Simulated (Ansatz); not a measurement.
**Geometry relaxation of CH9BSi3 (part 1 of 2)**

- system: CH9BSi3, SMILES [SiH3]C1B[SiH2][SiH2]1
- method: RKS PBE-D4/def2-SVP (Ansatz 0.2.0)

The geometry: force-field start. Figures and captions count atoms from 1; the log counts them from 0 in places.

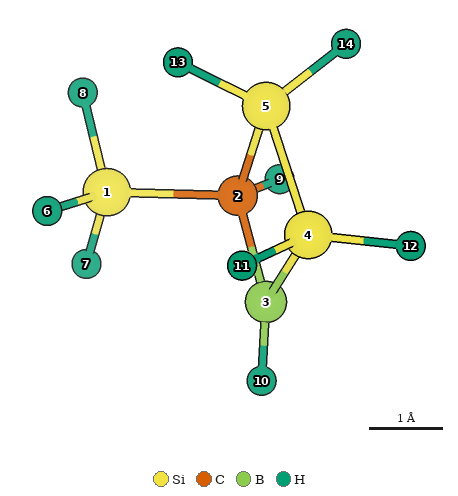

The input geometry (ball-and-stick view, seen at a tilt; atoms are numbered from 1 in the order of the input).

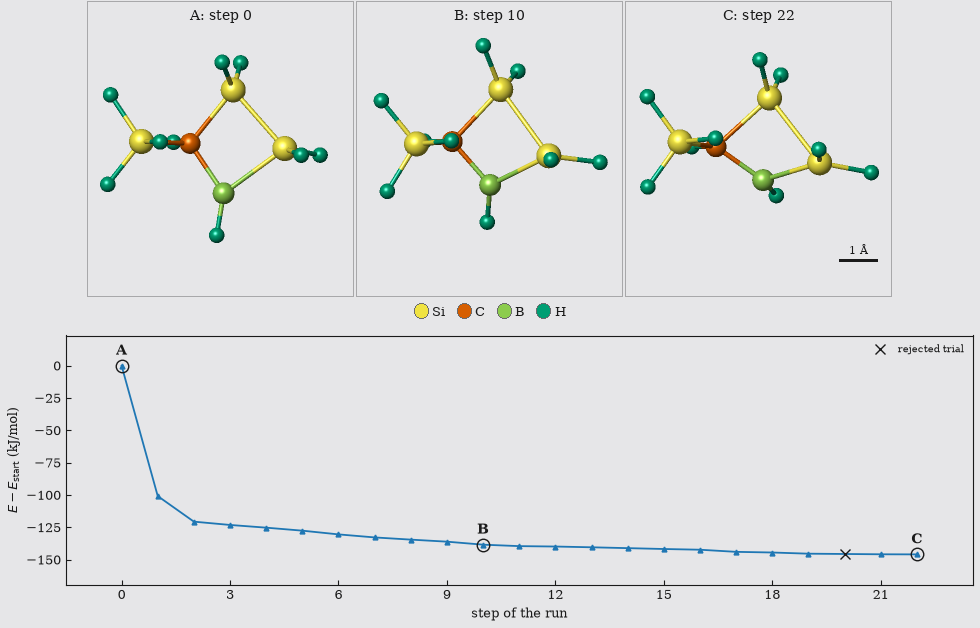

Frames of the relaxation (ball-and-stick view, seen at a tilt) above the curves, on which the letters mark them (the first geometry is step 0 here and step 1 in the log).

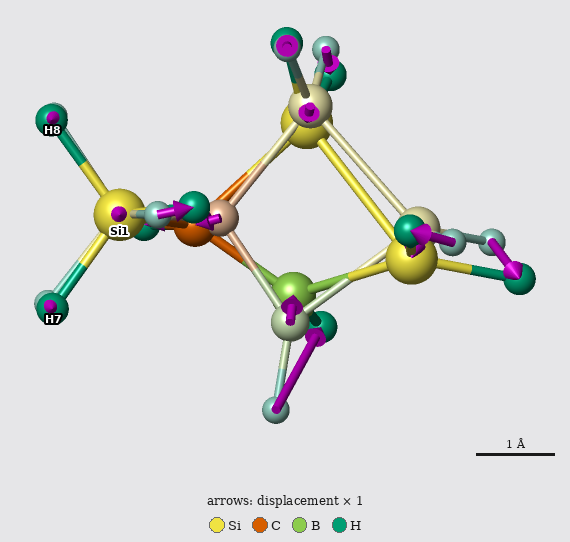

Start (faint) and end (solid) with the displacements as pink arrows, at true length (ball-and-stick view, seen at a tilt). The two geometries are laid on each other by the best rigid fit. Over 22 geometry steps the energy falls by 145.9 kJ/mol. Largest force component: 3.3 eV/Å at the start, 0.024 eV/Å at the end. The line search rejected the trial step at point 20 (counted from 0) and went back. The largest move after the best rigid fit is that of H10, 1.93 Å. By element the largest moves are H 1.93 Å, Si 0.57 Å, B 0.54 Å, C 0.35 Å. Among the contacts that change: Si4–Si5 2.130 → 2.442 Å, B3–Si4 2.071 → 1.961 Å, Si1–H6 1.412 → 1.506 Å, C2–Si5 1.867 → 1.953 Å. Among the angles that change: B3–C2–Si5 106.3° → 77.7°, C2–B3–Si4 88.8° → 117.3°, B3–Si4–Si5 83.7° → 59.5°. (Atoms are counted from 1 in the order of the input.)

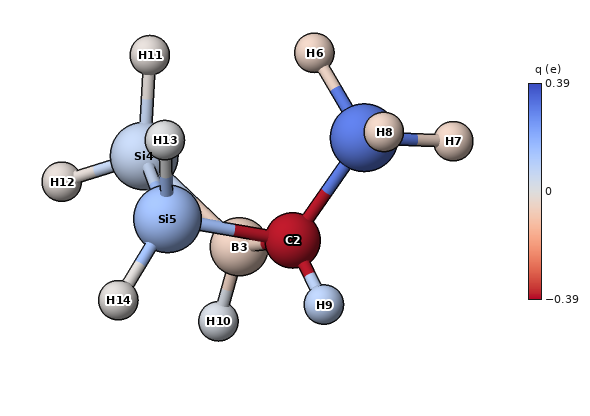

Mulliken charges, as the colour of each atom (ball-and-stick view, seen at a tilt; atoms are numbered from 1 in the order of the input). By element: Si +0.07 to +0.30, C −0.37, B −0.06 and H −0.05 to +0.09 e.

The input and output of the run follow.

**Input file**
```yaml
crystal:
  periodic: [false, false, false]
  atoms:
    - {symbol: Si, position_ang: [-1.216500, 0.973200, 1.193800]}
    - {symbol: C, position_ang: [-0.487700, 0.433400, -0.415200]}
    - {symbol: B, position_ang: [-0.821800, -1.145400, -0.662000]}
    - {symbol: Si, position_ang: [1.213100, -1.530800, -0.658500]}
    - {symbol: Si, position_ang: [1.373400, 0.569300, -0.343800]}
    - {symbol: H, position_ang: [-0.745400, 0.237600, 2.302700]}
    - {symbol: H, position_ang: [-2.697400, 0.859100, 1.104200]}
    - {symbol: H, position_ang: [-0.901900, 2.453200, 1.389600]}
    - {symbol: H, position_ang: [-0.870100, 1.046700, -1.224800]}
    - {symbol: H, position_ang: [-1.766300, -1.792700, -0.751900]}
    - {symbol: H, position_ang: [1.531500, -2.360300, 0.518800]}
    - {symbol: H, position_ang: [1.630600, -1.979400, -1.957000]}
    - {symbol: H, position_ang: [1.832000, 0.917000, 1.001800]}
    - {symbol: H, position_ang: [1.913600, 1.289900, -1.468900]}
basis:
  gaussian: {orbitals: def2-SVP}
hamiltonian: {xc: pbe, dispersion: d4}
relax: {f_tol: 0.03, max_steps: 200}
```

Command:
```bash
ansatz run in.yaml --threads 4 --pin off --events-out ev --progress --plain --max-ram 10444MiB
```

**Log**
```
Functional definition: PBE
  name "PBE"
  cite "Perdew, Burke & Ernzerhof, Phys. Rev. Lett. 77, 3865 (1996) doi:10.1103/PhysRevLett.77.3865"
  parent pbe
  parameter kappa = 0.804
  parameter beta = 0.06672455060314922
  exchange = pbe_x(kappa = kappa, mu = beta*pi^2/3)
  correlation = pbe_c(beta = beta)
1422 factors; their error is unknown
mean field evaluation 1: about -25457.8723 eV, gradient 5.5e1 eV
mean field evaluation 2: about -25437.2245 eV, gradient 9.5e1 eV
mean field evaluation 4: about -25466.2093 eV, gradient 3.6e0 eV
mean field evaluation 8: about -25466.2622 eV, gradient 1.0e-1 eV
mean field evaluation 16: about -25466.1517 eV, gradient 1.2e-4 eV
mean field -25466.15171081 eV, -935.8638137946 hartree, gradient 4.7e-5 eV, S^2 0.000000; 0 other end points of the search recorded, 0 dependent functions left out
the calculation of the forces begins
reference -25466.15175376 eV, -935.8638153729 hartree; 31, 31 occupied and 96, 96 virtual orbitals, 1422 factors
relax step   1: F+E_penalty+E_count = -25466.56999622 eV  Δ(F+E_penalty+E_count) = +0.000e0 eV  max|allowed force component| = 3.291e0 eV/Å  Δτ_max = 0.0000 Å  (27 SCF iters, accepted)
these checks for a lower state are left out or cut short: starts, cluster_reference, orbital_swaps, neighbouring_geometries, increment
1422 factors; their error is unknown
mean field -25467.20560668 eV, -935.9025437534 hartree, gradient 2.3e-5 eV, S^2 0.000000; 0 other end points of the search recorded, 0 dependent functions left out
[... from here on the field's lines of each further geometry are left out, up to the last ...]
relax step   2: F+E_penalty+E_count = -25467.61470202 eV  Δ(F+E_penalty+E_count) = -1.045e0 eV  max|allowed force component| = 9.414e-1 eV/Å  Δτ_max = 0.1949 Å  (27 SCF iters, accepted)
relax step   3: F+E_penalty+E_count = -25467.81971608 eV  Δ(F+E_penalty+E_count) = -2.050e-1 eV  max|allowed force component| = 5.080e-1 eV/Å  Δτ_max = 0.1544 Å  (29 SCF iters, accepted)
relax step   4: F+E_penalty+E_count = -25467.84615729 eV  Δ(F+E_penalty+E_count) = -2.644e-2 eV  max|allowed force component| = 4.572e-1 eV/Å  Δτ_max = 0.2000 Å  (30 SCF iters, accepted)
relax step   5: F+E_penalty+E_count = -25467.86790690 eV  Δ(F+E_penalty+E_count) = -2.175e-2 eV  max|allowed force component| = 3.369e-1 eV/Å  Δτ_max = 0.1210 Å  (28 SCF iters, accepted)
relax step   6: F+E_penalty+E_count = -25467.89193112 eV  Δ(F+E_penalty+E_count) = -2.402e-2 eV  max|allowed force component| = 2.005e-1 eV/Å  Δτ_max = 0.0807 Å  (29 SCF iters, accepted)
relax step   7: F+E_penalty+E_count = -25467.92176638 eV  Δ(F+E_penalty+E_count) = -2.984e-2 eV  max|allowed force component| = 1.638e-1 eV/Å  Δτ_max = 0.1964 Å  (27 SCF iters, accepted)
relax step   8: F+E_penalty+E_count = -25467.94607340 eV  Δ(F+E_penalty+E_count) = -2.431e-2 eV  max|allowed force component| = 3.162e-1 eV/Å  Δτ_max = 0.1999 Å  (28 SCF iters, accepted)
relax step   9: F+E_penalty+E_count = -25467.96367947 eV  Δ(F+E_penalty+E_count) = -1.761e-2 eV  max|allowed force component| = 3.302e-1 eV/Å  Δτ_max = 0.1969 Å  (28 SCF iters, accepted)
relax step  10: F+E_penalty+E_count = -25467.98008707 eV  Δ(F+E_penalty+E_count) = -1.641e-2 eV  max|allowed force component| = 2.883e-1 eV/Å  Δτ_max = 0.0698 Å  (29 SCF iters, accepted)
relax step  11: F+E_penalty+E_count = -25468.00416424 eV  Δ(F+E_penalty+E_count) = -2.408e-2 eV  max|allowed force component| = 2.639e-1 eV/Å  Δτ_max = 0.2000 Å  (29 SCF iters, accepted)
relax step  12: F+E_penalty+E_count = -25468.01582258 eV  Δ(F+E_penalty+E_count) = -1.166e-2 eV  max|allowed force component| = 2.242e-1 eV/Å  Δτ_max = 0.1668 Å  (29 SCF iters, accepted)
relax step  13: F+E_penalty+E_count = -25468.01904925 eV  Δ(F+E_penalty+E_count) = -3.227e-3 eV  max|allowed force component| = 3.014e-1 eV/Å  Δτ_max = 0.1497 Å  (28 SCF iters, accepted)
relax step  14: F+E_penalty+E_count = -25468.02515460 eV  Δ(F+E_penalty+E_count) = -6.105e-3 eV  max|allowed force component| = 1.997e-1 eV/Å  Δτ_max = 0.0331 Å  (29 SCF iters, accepted)
relax step  15: F+E_penalty+E_count = -25468.03193890 eV  Δ(F+E_penalty+E_count) = -6.784e-3 eV  max|allowed force component| = 9.823e-2 eV/Å  Δτ_max = 0.0821 Å  (30 SCF iters, accepted)
relax step  16: F+E_penalty+E_count = -25468.03884514 eV  Δ(F+E_penalty+E_count) = -6.906e-3 eV  max|allowed force component| = 1.182e-1 eV/Å  Δτ_max = 0.1642 Å  (28 SCF iters, accepted)
relax step  17: F+E_penalty+E_count = -25468.04460920 eV  Δ(F+E_penalty+E_count) = -5.764e-3 eV  max|allowed force component| = 2.892e-1 eV/Å  Δτ_max = 0.1950 Å  (28 SCF iters, accepted)
relax step  18: F+E_penalty+E_count = -25468.06167781 eV  Δ(F+E_penalty+E_count) = -1.707e-2 eV  max|allowed force component| = 2.578e-1 eV/Å  Δτ_max = 0.2000 Å  (30 SCF iters, accepted)
relax step  19: F+E_penalty+E_count = -25468.06690364 eV  Δ(F+E_penalty+E_count) = -5.226e-3 eV  max|allowed force component| = 3.900e-1 eV/Å  Δτ_max = 0.1706 Å  (30 SCF iters, accepted)
relax step  20: F+E_penalty+E_count = -25468.07639696 eV  Δ(F+E_penalty+E_count) = -9.493e-3 eV  max|allowed force component| = 2.447e-1 eV/Å  Δτ_max = 0.0852 Å  (29 SCF iters, accepted)
relax step  21: F+E_penalty+E_count = -25468.07525366 eV  Δ(F+E_penalty+E_count) = +1.143e-3 eV  max|allowed force component| = 2.263e-1 eV/Å  Δτ_max = 0.0417 Å  (30 SCF iters, rejected (line search))
relax step  22: F+E_penalty+E_count = -25468.08120946 eV  Δ(F+E_penalty+E_count) = -4.813e-3 eV  max|allowed force component| = 3.829e-2 eV/Å  Δτ_max = 0.0202 Å  (32 SCF iters, accepted)
the calculation of the forces begins
reference -25467.66735827 eV, -935.9195128116 hartree; 31, 31 occupied and 96, 96 virtual orbitals, 1422 factors
relax step  23: F+E_penalty+E_count = -25468.08203479 eV  Δ(F+E_penalty+E_count) = -8.253e-4 eV  max|allowed force component| = 2.436e-2 eV/Å  Δτ_max = 0.0303 Å  (31 SCF iters, accepted)
1422 factors; their error is unknown
mean field evaluation 192: about -25467.6673 eV, gradient 2.5e-5 eV
mean field -25467.66731554 eV, -935.9195112410 hartree, gradient 8.6e-6 eV, S^2 0.000000; 1 other end points of the search recorded, 0 dependent functions left out
the calculation of the forces begins
reference -25467.66735827 eV, -935.9195128116 hartree; 31, 31 occupied and 96, 96 virtual orbitals, 1422 factors
Total energy: -25468.08207753 eV, -935.9347534633 hartree
Atom 0 at    -1.177305     0.851794     1.429752 Å, force     0.007199     0.008066     0.006613 eV/Å
Atom 1 at    -0.805732     0.615031    -0.404849 Å, force     0.013045     0.003527     0.002927 eV/Å
Atom 2 at    -0.584951    -0.807362    -1.004241 Å, force    -0.003782    -0.024355     0.004592 eV/Å
Atom 3 at     0.943714    -1.838542    -0.336026 Å, force    -0.012938    -0.008937     0.002229 eV/Å
Atom 4 at     1.128350     0.572219    -0.676039 Å, force    -0.002193     0.012934     0.005717 eV/Å
Atom 5 at    -0.301068    -0.064569     2.242115 Å, force    -0.003419    -0.002939    -0.002125 eV/Å
Atom 6 at    -2.617348     0.524725     1.725870 Å, force    -0.000516    -0.003832    -0.005233 eV/Å
Atom 7 at    -0.911126     2.269116     1.864734 Å, force    -0.002656     0.006197    -0.000640 eV/Å
Atom 8 at    -1.369380     1.321918    -1.045528 Å, force     0.004778    -0.005600     0.002621 eV/Å
Atom 9 at    -0.776088    -0.997633    -2.197745 Å, force     0.006381     0.001003    -0.002078 eV/Å
Atom 10 at     1.370563    -2.021793     1.093146 Å, force    -0.000419     0.008742    -0.007326 eV/Å
Atom 11 at     1.653539    -2.786559    -1.255573 Å, force    -0.002952     0.007514    -0.002857 eV/Å
Atom 12 at     1.820346     1.127072     0.536559 Å, force    -0.001911    -0.005323    -0.005824 eV/Å
Atom 13 at     1.613583     1.205381    -1.943375 Å, force    -0.000617     0.003004     0.001384 eV/Å
Dipole moment:     0.098562     0.087258    -0.064264 e Å
```

**Trajectory as extended XYZ (Å, eV, eV/Å), 23 frames, from step=1 to step=23**
```
14
Properties=species:S:1:pos:R:3:forces:R:3 step=1 energy=-25466.57000
Si   -1.2165    0.9732    1.1938   -1.2382   1.9815  -1.0387
C    -0.4877    0.4334   -0.4152   -1.1121  -1.0033  -0.3489
B    -0.8218   -1.1454   -0.6620    3.2907   1.7251   0.3416
Si    1.2131   -1.5308   -0.6585   -1.2875  -2.9903   0.4099
Si    1.3734    0.5693   -0.3438    0.2969   1.4253   0.4949
H    -0.7454    0.2376    2.3027    0.7240  -1.0565   1.4197
H    -2.6974    0.8591    1.1042   -0.3795  -0.0821   0.1667
H    -0.9019    2.4532    1.3896    0.0377  -0.2814   0.1074
H    -0.8701    1.0467   -1.2248   -0.8799   0.7764  -0.3820
H    -1.7663   -1.7927   -0.7519   -1.6915  -0.5645  -0.1863
H     1.5315   -2.3603    0.5188    0.5594  -0.6740   0.2957
H     1.6306   -1.9794   -1.9570    0.7015  -0.7671  -1.1650
H     1.8320    0.9170    1.0018    0.4009   0.5698   0.5936
H     1.9136    1.2899   -1.4689    0.5775   0.9412  -0.7083
14
Properties=species:S:1:pos:R:3:forces:R:3 step=2 energy=-25467.61470
Si   -1.2871    1.0285    1.1911   -0.3960   0.6373  -0.1067
C    -0.5343    0.4821   -0.4260   -0.1408  -0.9414  -0.5646
B    -0.7396   -1.1023   -0.6544    0.6953   0.8755   0.1442
Si    1.2248   -1.6910   -0.6603   -0.3475  -0.4650   0.3773
Si    1.3623    0.5604   -0.3587    0.2551   0.2777   0.1407
H    -0.7468    0.2358    2.3061    0.2116  -0.3616   0.4664
H    -2.7752    0.8702    1.1456   -0.1638   0.0370   0.0977
H    -0.9123    2.4756    1.4227   -0.0892  -0.0887   0.0362
H    -0.9807    1.1092   -1.2190   -0.4089   0.1859  -0.0294
H    -1.7676   -1.7079   -0.7708   -0.4800  -0.0532  -0.1084
H     1.6418   -2.5209    0.5131    0.2285  -0.3262  -0.0313
H     1.7134   -2.1321   -1.9852    0.2326  -0.3893  -0.3612
H     1.8526    0.9937    0.9857    0.1530   0.2637   0.1463
H     1.9358    1.3695   -1.4611    0.2502   0.3484  -0.2072
14
Properties=species:S:1:pos:R:3:forces:R:3 step=3 energy=-25467.81972
Si   -1.3121    1.0257    1.1934   -0.0516   0.0496   0.2876
C    -0.5354    0.4884   -0.4422    0.0356  -0.3029  -0.5080
B    -0.7139   -1.0707   -0.6563   -0.2181   0.2369   0.0378
Si    1.2287   -1.7443   -0.6240   -0.0231  -0.1063   0.1391
Si    1.3876    0.5870   -0.3802    0.2414   0.2050   0.1083
H    -0.7503    0.1998    2.3211   -0.0253   0.0114  -0.0008
H    -2.8104    0.8809    1.1873    0.0087  -0.0288  -0.0298
H    -0.9608    2.4677    1.4456   -0.0047  -0.0028   0.0067
H    -1.0712    1.1118   -1.2013   -0.0371  -0.0538   0.1697
H    -1.7981   -1.6153   -0.8383    0.1555   0.0511  -0.0495
H     1.7021   -2.6530    0.4878    0.0137   0.0332  -0.0673
H     1.7244   -2.2808   -1.9450   -0.0212  -0.0180  -0.0036
H     1.8988    1.1259    0.9419   -0.0517  -0.0143  -0.0616
H     1.9976    1.4476   -1.4609   -0.0222  -0.0604  -0.0286
14
Properties=species:S:1:pos:R:3:forces:R:3 step=4 energy=-25467.84616
Si   -1.2898    0.9973    1.2179   -0.0037   0.0469   0.1332
C    -0.5324    0.4939   -0.4561   -0.0379  -0.1199  -0.1062
B    -0.7315   -1.0519   -0.6441   -0.0450   0.1320  -0.4572
Si    1.2044   -1.7436   -0.5640    0.0040  -0.0665   0.2288
Si    1.3997    0.6033   -0.3943    0.0296  -0.0135   0.0516
H    -0.7251    0.1760    2.3483   -0.0025  -0.0068  -0.0542
H    -2.7869    0.8338    1.2014    0.0291  -0.0188  -0.0040
H    -0.9557    2.4422    1.4774   -0.0048  -0.0099   0.0002
H    -1.1052    1.1299   -1.1712   -0.0468  -0.0005   0.0954
H    -1.7762   -1.5702   -1.0319    0.1535   0.0601   0.1816
H     1.7179   -2.6341    0.5427    0.0002   0.0297  -0.0375
H     1.6673   -2.3116   -1.8865   -0.0272   0.0119   0.0115
H     1.8928    1.1977    0.9077   -0.0036   0.0033  -0.0454
H     2.0078    1.4079   -1.5185   -0.0448  -0.0481   0.0022
14
Properties=species:S:1:pos:R:3:forces:R:3 step=5 energy=-25467.86791
Si   -1.2633    0.9575    1.2353    0.0262  -0.0622  -0.0469
C    -0.5348    0.5158   -0.4851   -0.0535   0.1461  -0.0835
B    -0.7321   -1.0088   -0.7243   -0.2418  -0.2082   0.0376
Si    1.1828   -1.7431   -0.4831   -0.0600   0.1021  -0.1554
Si    1.4040    0.6198   -0.4172   -0.0984  -0.1154   0.0904
H    -0.6854    0.1155    2.3435    0.0218  -0.0019  -0.0783
H    -2.7578    0.7720    1.2156    0.0312  -0.0022   0.0217
H    -0.9455    2.4018    1.5164   -0.0013  -0.0232  -0.0031
H    -1.1441    1.1873   -1.1375    0.0745   0.0065   0.0697
H    -1.7750   -1.5240   -1.1438    0.3369   0.1256   0.1076
H     1.7061   -2.6200    0.6270   -0.0860   0.0450   0.0153
H     1.6367   -2.3379   -1.7995    0.0605   0.0165   0.0402
H     1.8908    1.2618    0.8635    0.0161   0.0486  -0.0547
H     2.0048    1.3729   -1.5819   -0.0262  -0.0772   0.0395
14
Properties=species:S:1:pos:R:3:forces:R:3 step=6 energy=-25467.89193
Si   -1.2510    0.9365    1.2404    0.0355  -0.0750  -0.0862
C    -0.5420    0.5312   -0.4979   -0.0642   0.1548  -0.0340
B    -0.7412   -0.9898   -0.7465   -0.1117  -0.1941   0.0125
Si    1.1660   -1.7362   -0.4717   -0.0680   0.0998  -0.0762
Si    1.3953    0.6215   -0.4085   -0.0670  -0.0354  -0.0035
H    -0.6432    0.0713    2.3120    0.0186   0.0019  -0.0342
H    -2.7431    0.7390    1.2398    0.0181  -0.0016   0.0298
H    -0.9370    2.3777    1.5391   -0.0034  -0.0244   0.0103
H    -1.1526    1.2217   -1.1294    0.0889  -0.0191   0.0613
H    -1.7694   -1.5067   -1.1787    0.2005   0.0930   0.0563
H     1.6397   -2.6003    0.6685   -0.0710   0.0211   0.0165
H     1.6770   -2.3364   -1.7650    0.0345   0.0203   0.0577
H     1.8841    1.3323    0.8351    0.0169  -0.0014  -0.0490
H     2.0046    1.3089   -1.6083   -0.0277  -0.0402   0.0387
```
